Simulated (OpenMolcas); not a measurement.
# Run report: AlH₂F, excited-state calculation (part 2 of 2)

Continued. System: AlH₂F, SMILES [H][Al]([H])[F]. Method: FCI/STO-3G, RHF (OpenMolcas 26.06). The geometry comes from this level: GFN2-xTB.

Geometry of the input (Å):
```
Al 0.0196  0.0327  0.0009
H  1.5469  -0.0179  0.0141
H  -0.7390  1.3588  -0.0194
F  -0.8275  -1.3736  0.0044
```

### What the program printed, continued
```
      Average CI energy                            -338.05505268
      RASSCF energy for state  4                   -337.95483612
      Super-CI energy                                 0.00000000
      RASSCF energy change                            0.00000000
      Max change in MO coefficients               0.000E+00
      Max non-diagonal density matrix element     0.000E+00
      Maximum BLB matrix element                 -3.431E-02
      (orbital pair   4,  15 in symmetry   1)
      Norm of electronic gradient            6.244E-02
--

      Final state energy(ies):
      ------------------------

::    RASSCF root number  1 Total energy:   -338.30033292
::    RASSCF root number  2 Total energy:   -338.00996334
::    RASSCF root number  3 Total energy:   -337.95507835
::    RASSCF root number  4 Total energy:   -337.95483612
      Von Neumann Entropy (Root   1) =  0.38908

      Mulliken population analysis for root number:  1
      -----------------------------------------------

++    Molecular charges:
      ------------------

      Mulliken charges per centre
      ---------------------------

                AL1     H2      H3      F4
      Total   12.1845  1.2596  1.2597  9.2962

      N-E      0.8155 -0.2596 -0.2597 -0.2962

      Total electronic charge=   24.000000

      Total            charge=   -0.000000
--

      Expectation values of various properties for root number:  1
      -----------------------------------------------------------

++    Molecular properties:
      ---------------------

      Charge (e):
                      =   -0.0000
      Dipole Moment (debye):
      Origin of the operator (angstrom)=   -0.2996   -0.4972    0.0022
                   X=  1.2026E-01               Y=  2.0032E-01               Z=  6.4360E-03           Total=  2.3374E-01
      Quadrupole Moment (debye*angstrom):
      Origin of the operator (angstrom)=   -0.2996   -0.4972    0.0022
                  XX= -1.8008E+01              XY= -3.5369E-01              XZ= -4.9785E-02              YY= -1.8381E+01
                  YZ=  5.6389E-02              ZZ= -1.2081E+01
      In traceless form (debye*angstrom)
                  XX= -2.7773E+00              XY= -5.3053E-01              XZ= -7.4678E-02              YY= -3.3360E+00
                  YZ=  8.4584E-02              ZZ=  6.1134E+00
--

      Von Neumann Entropy (Root   2) =  1.42907

      Mulliken population analysis for root number:  2
      -----------------------------------------------

++    Molecular charges:
      ------------------

      Mulliken charges per centre
      ---------------------------

                AL1     H2      H3      F4
      Total   12.6911  1.1587  1.1588  8.9914

      N-E      0.3089 -0.1587 -0.1588  0.0086

      Total electronic charge=   24.000000

      Total            charge=   -0.000000
--

      Expectation values of various properties for root number:  2
      -----------------------------------------------------------

++    Molecular properties:
      ---------------------

      Charge (e):
                      =   -0.0000
      Dipole Moment (debye):
      Origin of the operator (angstrom)=   -0.2996   -0.4972    0.0022
                   X= -9.4906E-01               Y= -1.5763E+00               Z= -2.3192E-03           Total=  1.8399E+00
      Quadrupole Moment (debye*angstrom):
      Origin of the operator (angstrom)=   -0.2996   -0.4972    0.0022
                  XX= -1.5869E+01              XY= -2.5085E-01              XZ= -7.1222E-03              YY= -1.6135E+01
                  YZ=  7.8829E-03              ZZ= -1.4909E+01
      In traceless form (debye*angstrom)
                  XX= -3.4713E-01              XY= -3.7628E-01              XZ= -1.0683E-02              YY= -7.4655E-01
                  YZ=  1.1824E-02              ZZ=  1.0937E+00
--

      Von Neumann Entropy (Root   3) =  1.37168

      Mulliken population analysis for root number:  3
      -----------------------------------------------

++    Molecular charges:
      ------------------

      Mulliken charges per centre
      ---------------------------

                AL1     H2      H3      F4
      Total   12.6276  1.2143  1.2143  8.9439

      N-E      0.3724 -0.2143 -0.2143  0.0561

      Total electronic charge=   24.000000

      Total            charge=   -0.000000
--

      Expectation values of various properties for root number:  3
      -----------------------------------------------------------

++    Molecular properties:
      ---------------------

      Charge (e):
                      =   -0.0000
      Dipole Moment (debye):
      Origin of the operator (angstrom)=   -0.2996   -0.4972    0.0022
                   X= -1.4076E+00               Y= -2.3396E+00               Z= -9.2236E-02           Total=  2.7319E+00
      Quadrupole Moment (debye*angstrom):
      Origin of the operator (angstrom)=   -0.2996   -0.4972    0.0022
                  XX= -1.6959E+01              XY=  8.2630E-01              XZ= -5.8467E-02              YY= -1.6087E+01
                  YZ= -3.3492E-02              ZZ= -1.4838E+01
      In traceless form (debye*angstrom)
                  XX= -1.4965E+00              XY=  1.2395E+00              XZ= -8.7700E-02              YY= -1.8823E-01
                  YZ= -5.0239E-02              ZZ=  1.6847E+00
--

      Von Neumann Entropy (Root   4) =  1.45809

      Mulliken population analysis for root number:  4
      -----------------------------------------------

++    Molecular charges:
      ------------------

      Mulliken charges per centre
      ---------------------------

                AL1     H2      H3      F4
      Total   12.6143  1.2518  1.2519  8.8820

      N-E      0.3857 -0.2518 -0.2519  0.1180

      Total electronic charge=   24.000000

      Total            charge=   -0.000000
--

      Expectation values of various properties for root number:  4
      -----------------------------------------------------------

++    Molecular properties:
      ---------------------

      Charge (e):
                      =   -0.0000
      Dipole Moment (debye):
      Origin of the operator (angstrom)=   -0.2996   -0.4972    0.0022
                   X= -1.8916E+00               Y= -3.1377E+00               Z=  9.3638E-02           Total=  3.6649E+00
      Quadrupole Moment (debye*angstrom):
      Origin of the operator (angstrom)=   -0.2996   -0.4972    0.0022
                  XX= -1.7879E+01              XY=  4.7261E-01              XZ= -8.6477E-03              YY= -1.7376E+01
                  YZ=  8.3790E-02              ZZ= -1.4137E+01
      In traceless form (debye*angstrom)
                  XX= -2.1226E+00              XY=  7.0892E-01              XZ= -1.2972E-02              YY= -1.3684E+00
                  YZ=  1.2568E-01              ZZ=  3.4910E+00
--

      Average orbitals are written to the RASORB file
      Natural orbitals for root   1 are written to the RASORB.1 file
      Natural orbitals for root   2 are written to the RASORB.2 file
      Natural orbitals for root   3 are written to the RASORB.3 file
      Natural orbitals for root   4 are written to the RASORB.4 file
      Spin density orbitals for root   1 are written to the SPDORB.1 file
      Spin density orbitals for root   2 are written to the SPDORB.2 file
      Spin density orbitals for root   3 are written to the SPDORB.3 file
      Spin density orbitals for root   4 are written to the SPDORB.4 file

--- Stop Module: rasscf /rc=_RC_ALL_IS_WELL_ ---
           step3.RasOrb.4 step3.rasscf.h5 step3.SpdOrb.1 step3.SpdOrb.2 step3.SpdOrb.3 step3.SpdOrb.4 xmldump
--- Module rasscf spent 4 seconds ---

--- Start Module: rassi ---

                                               &RASSI

                       available to each process: 1.9 GB of memory, 1 thread

      ********************************************************************************
      *                             General data section                             *
      ********************************************************************************

   Specific data for JOBIPH file JOBIPH
   -------------------------------------

   Header from SEWARD:

   CASSCF title (first line only):
       (No title given)

  STATE IRREP:                1
  SPIN MULTIPLICITY:          1
  ACTIVE ELECTRONS:          12
  MAX RAS1 HOLES:             0
  MAX RAS3 ELECTRONS:         0
  NR OF CONFIG:           13860

   The following data are common to all the states:
   ------------------------------------------------
   (note: frozen counts as inactive, deleted as secondary)

      Nr of irreps: 1

                 Total     No./Irrep
      Irrep                  1
                             a

      INACTIVE       6       6
      ACTIVE        10      10
      SECONDARY      0       0
      BASIS         16      16

      RAS1           0       0
      RAS2          10      10
      RAS3           0       0

        MATRIX ELEMENTS WILL BE COMPUTED FOR THE FOLLOWING ONE-ELECTRON OPERATORS, UNLESS ZERO BY SYMMETRY.
   (Herm=Hermitian, Anti=Antihermitian, Sing=Singlet operator, Trip=Triplet operator)
     MLTPL  0   1 (HERMSING)     MLTPL  1   1 (HERMSING)     MLTPL  1   2 (HERMSING)
     MLTPL  1   3 (HERMSING)     MLTPL  2   1 (HERMSING)     MLTPL  2   2 (HERMSING)
     MLTPL  2   3 (HERMSING)     MLTPL  2   4 (HERMSING)     MLTPL  2   5 (HERMSING)
     MLTPL  2   6 (HERMSING)     VELOCITY   1 (ANTISING)     VELOCITY   2 (ANTISING)
     VELOCITY   3 (ANTISING)     ANGMOM     1 (ANTISING)     ANGMOM     2 (ANTISING)
     ANGMOM     3 (ANTISING)     MLTPV  2   1 (ANTISING)     MLTPV  2   2 (ANTISING)
     MLTPV  2   3 (ANTISING)     MLTPV  2   4 (ANTISING)     MLTPV  2   5 (ANTISING)
     MLTPV  2   6 (ANTISING)

       EIGENSTATES OF A SPIN-FREE HAMILTONIAN WILL BE COMPUTED BASED ON:

  A Hamiltonian matrix computed by RASSI.

  Nr of states:                    4

   State:        1   2   3   4
  JobIph:        1   1   1   1
 Root nr:        1   2   3   4

  HAMILTONIAN MATRIX FOR THE ORIGINAL STATES:

  Diagonal, with energies
   -338.30033292   -338.00996334   -337.95507835   -337.95483612

      OVERLAP MATRIX FOR THE ORIGINAL STATES:

  Diagonal, with elements
      1.00000000      1.00000000      1.00000000      1.00000000

::    RASSI State    1     Total energy:    -338.30033291864265
::    RASSI State    2     Total energy:    -338.00996334035051
::    RASSI State    3     Total energy:    -337.95507834699055
::    RASSI State    4     Total energy:    -337.95483612024276

      ****************************************************************************************************
      *                                         Spin-free section                                        *
      *                 Note: index according to input order, order according to energy.                 *
      ****************************************************************************************************

  SPIN-FREE ENERGIES:
  (Shifted by EMIN (a.u.) =       -338.3003329186)

 SF State       Relative EMIN(au)   Rel lowest level(eV)    D:o, cm**(-1)

     1             0.0000000000        0.0000000000              0.0000
     2             0.2903695783        7.9013587490          63728.7562
     3             0.3452545717        9.3948555024          75774.6198
     4             0.3454967984        9.4014468280          75827.7825

++ Dipole transition strengths (spin-free states):
   -----------------------------------------------
     for osc. strength at least  1.00000000E-05

      From   To        Osc. strength     Einstein coefficients Ax, Ay, Az (sec-1)    Total A (sec-1)
     -----------------------------------------------------------------------------------------------
         1    3       6.03276734E-03  5.88113254E+06  1.63935538E+07  8.30332967E+05  2.31050193E+07
         1    4       4.78926382E-02  4.89114568E+07  1.34676707E+08  9.43008299E+04  1.83682465E+08
         2    3       4.53638530E-03  3.22573768E+05  1.16421396E+05  6.90589470E+01  4.39064222E+05
         2    4       5.73270778E-04  4.11252816E+04  1.48418972E+04  8.95172964E+00  5.59761305E+04
     -----------------------------------------------------------------------------------------------
--

++ Velocity transition strengths (spin-free states):
   -------------------------------------------------
     for osc. strength at least  1.00000000E-05

      From   To        Osc. strength     Einstein coefficients Ax, Ay, Az (sec-1)    Total A (sec-1)
     -----------------------------------------------------------------------------------------------
         1    3       1.07603674E-03  1.07580145E+05  3.48863055E+05  3.66469197E+06  4.12113517E+06
         1    4       9.02904246E-04  7.96740461E+05  2.13996666E+06  5.26198324E+05  3.46290544E+06
         2    3       3.64825329E-03  2.58980227E+05  9.40696436E+04  5.45035328E+01  3.53104374E+05
         2    4       4.30353822E-04  3.08185294E+04  1.11948474E+04  7.85060073E+00  4.20212274E+04
         3    4       2.02344568E-04  1.18326937E-02  3.78172729E-02  3.31807948E-01  3.81457915E-01
     -----------------------------------------------------------------------------------------------
--

++ Length and velocity gauge comparison (spin-free states):
   --------------------------------------------------------

 --------------------------------------------------
 A comparison between the dipole oscillator strengths in
 length and velocity gauge will be performed

     All dipole oscillator differences above the tolerance of   1.00000000E-01  will be printed

 Due to basis set deficiency these oscillator may be problematic

 The tolerance is defined as ABS(1-O_l/O_v)
 O_l : dipole oscillator strength in length gauge
 O_p : dipole oscillator strength in velocity gauge
 --------------------------------------------------

  Problematic transitions have been found

      From   To       Difference (%) Osc. st. (len.) Osc. st. (vel.)
     ---------------------------------------------------------------
         1    3           460.646966  6.03276734E-03  1.07603674E-03
         1    4          5204.287631  4.78926382E-02  9.02904246E-04
         2    3            24.344034  4.53638530E-03  3.64825329E-03
         2    4            33.209175  5.73270778E-04  4.30353822E-04
         3    4      --------------- below threshold  2.02344568E-04
     ---------------------------------------------------------------

 Number of problematic transitions =                     5

--

 Electric-dipole - electric-octupole not included
 Electric-dipole - magnetic-quadrupole not included

      ****************************************************************************************************
      *                                    Special properties section                                    *
      ****************************************************************************************************

--- Stop Module: rassi /rc=_RC_ALL_IS_WELL_ ---
--- Module rassi spent 12 seconds ---

.##################.
.# Happy landing! #.
.##################.

    Timing: Wall=17.46 User=16.40 System=1.05
```

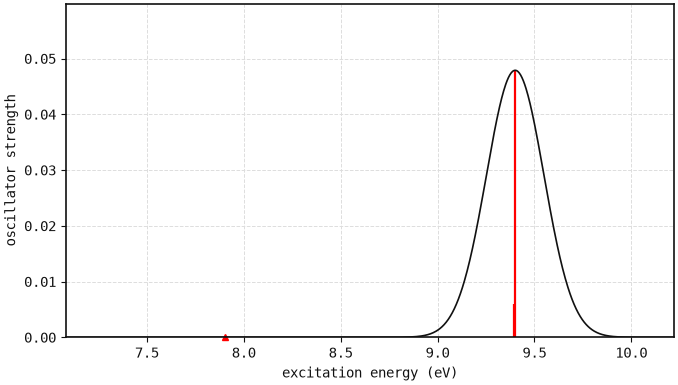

*Computed excitations as sticks (degenerate states added up, dark ones marked on the axis), with a Gaussian envelope of 0.35 eV full width at half maximum, scaled to the tallest.*

Of the 3 states the lowest lies at 7.90 eV (f = 0.000); the strongest line is at 9.40 eV, or 132 nm (f = 0.048).

### Summary

| quantity | value |
| --- | --- |
| outcome | converged |
| total energy | −338.300333 hartree |
| basis functions | 16 |
| lowest singlet excitation | 7.90 eV |
| hardware | 1 thread of Arm Neoverse V1, 24 GiB of memory available, shared host |
| wall time | 18 s |
| peak memory | 0.37 GiB |
